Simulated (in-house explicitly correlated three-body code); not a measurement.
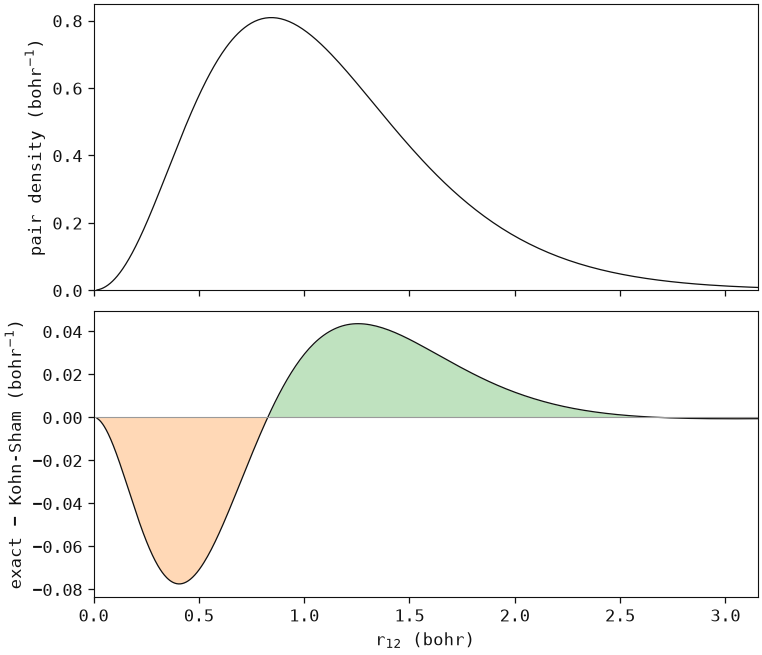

Two electrons around a point charge Z = 2.46. Computed variationally in 260 exponentially correlated functions with an in-house code, non-relativistic, converged to about 10⁻⁷ hartree. The plot shows the distribution of the distance r₁₂ between the electrons in the ground state (one pair, times 4πr₁₂²) and its difference from that of the Kohn-Sham determinant with the same density, the Coulomb hole.

Question: Describe both curves.

Answer: The pair density peaks near r₁₂ = 0.84 bohr, and ⟨r₁₂⟩ = 1.095 bohr. Correlation takes weight from short distances: the hole is deepest (−0.078 bohr⁻¹) near 0.41 bohr and first changes sign near 0.83 bohr, moving 3.6 % of the pair outwards. The mean cosine of the angle between the electrons is −0.0528, and the density-functional correlation energy is −42.87 millihartree.
